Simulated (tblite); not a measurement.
# C4H10F3GaO2: frequency calculation

The run: frequency calculation of C4H10F3GaO2, SMILES COC[O+](C)[GaH2-][C](F)(F)F. Method and program: GFN2-xTB harmonic vibrations, gas phase (tblite 0.8.0).

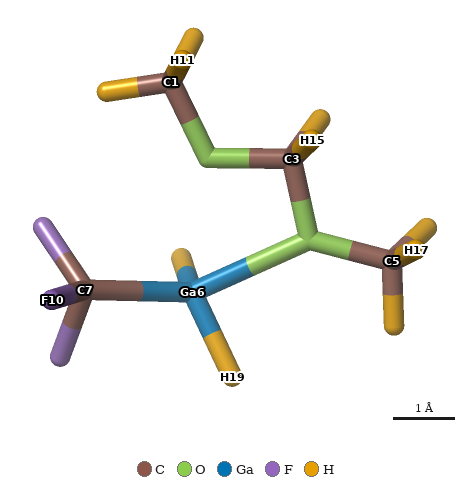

Figure 1. The structure as given in the input (stick view, seen on its broad side; atoms are numbered from 1 in the order of the input). Sticks mark near contacts. Bond lengths as drawn: C–F 1.34 to 1.40 Å, C–Ga 2.02 Å, C–H 1.09 to 1.11 Å, C–O 1.39 to 1.42 Å, Ga–H 1.54 to 1.56 Å and Ga–O 2.21 Å.

### Summary

```csv
quantity,value
outcome,converged
total energy,−1012.5688 eV
zero-point energy,84.2690 kcal/mol
hardware,"1 CPU thread, shared host"
wall time,0.76 s
peak memory,0.18 GiB
```

### Input file
```
{"job": {"kind": "ir", "xc": "GFN2-xTB", "basis": "xTB"}, "charge": 0, "multiplicity": 1}
C      1.646443     1.599618    -0.628945
O      0.702889     0.601726    -0.281571
C      1.239788    -0.611755     0.131536
O      0.094745    -1.358135     0.406380
C      0.308688    -2.670550     0.887980
Ga    -1.558847    -0.076636    -0.315163
C     -1.995700     1.843510     0.154998
F     -3.309564     1.636353    -0.279378
F     -1.448088     2.597496    -0.856159
F     -2.098777     2.676654     1.203970
H      2.258576     1.869386     0.237543
H      2.289495     1.256231    -1.445015
H      1.063759     2.457858    -0.954804
H      1.847721    -1.082801    -0.666299
H      1.868427    -0.490907     1.037381
H      0.866351    -3.265587     0.158648
H      0.847788    -2.648971     1.840200
H     -0.682270    -3.097783     1.031802
H     -2.524768    -1.029907     0.450185
H     -1.421802    -0.195120    -1.847827
```

The first line tells a small driver script what to run in tblite; the rest is the geometry in Å.

Run as:
```bash
OMP_NUM_THREADS=1 python <driver script> task.json out
```

### Output
```
mode    cm-1     km/mol
  1      17.6      0.63
  2      33.7      1.69
  3      70.8      1.93
  4      76.4      1.03
  5      88.0      0.45
  6      91.2      1.16
  7     106.1      1.76
  8     128.7      3.55
  9     146.2      0.32
 10     156.6     16.08
 11     217.7      0.65
 12     235.0      2.76
 13     244.4     21.41
 14     276.0     59.41
 15     407.6     75.94
 16     428.5      4.63
 17     441.2     11.56
 18     452.3     49.03
 19     466.4     24.97
 20     499.2     51.40
 21     602.9     10.70
 22     651.9    180.40
 23     713.8    210.58
 24     858.7    256.68
 25     960.1    179.79
 26     972.1      6.39
 27    1010.1    111.56
 28    1095.2     12.29
 29    1113.2    137.68
 30    1124.2      0.65
 31    1130.4     25.22
 32    1137.5     14.02
 33    1148.0    116.07
 34    1150.8     69.92
 35    1179.7      0.63
 36    1206.1     38.79
 37    1333.8     14.29
 38    1390.9      6.67
 39    1394.4      4.16
 40    1447.3     10.15
 41    1448.6     20.58
 42    1463.2      7.32
 43    1464.0      8.23
 44    1502.5      2.65
 45    1680.0    336.62
 46    1733.7    353.77
 47    2765.5     63.97
 48    2807.4     66.23
 49    2944.0     24.50
 50    2948.8     24.05
 51    2952.1     26.42
 52    2956.1     23.89
 53    3027.9      0.17
 54    3048.3      0.72
```

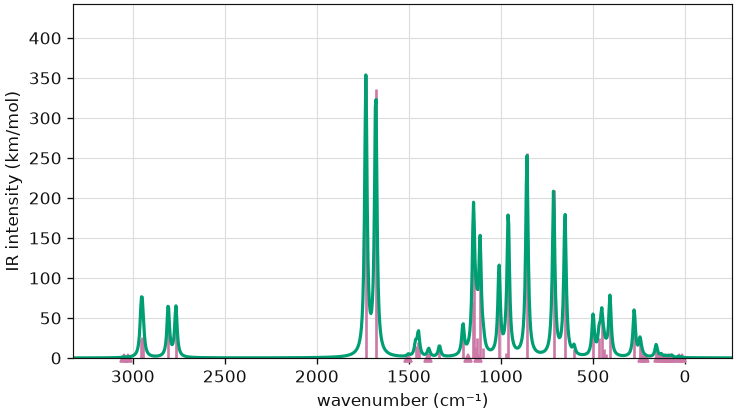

Figure 2. Harmonic infrared spectrum, unscaled: sticks (degenerate modes added up, dark ones marked on the axis) with a Lorentzian envelope of 16 cm⁻¹ full width, scaled to the tallest stick. 54 modes from 18 to 3048 cm⁻¹, none imaginary. The strongest line is at 1734 cm⁻¹ (354 km/mol).
